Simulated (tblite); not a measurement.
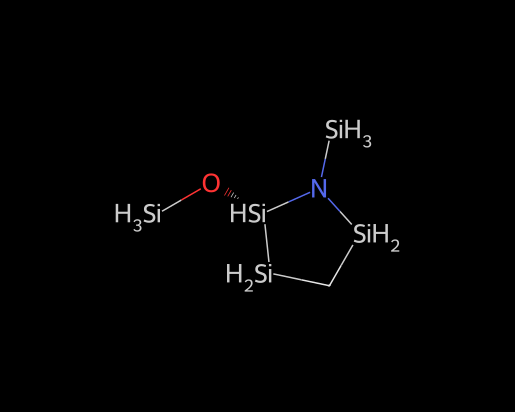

The picture comes from a calculation with tblite.

Skeletal drawing of a molecule.

> Write the SMILES.

[SiH3]O[Si@H]1[SiH2]C[SiH2]N1[SiH3]

> Give the formula, hydrogens included.

CH13NOSi5.

> An optimisation with GFN2-xTB gave a structure of which point group?

C1.
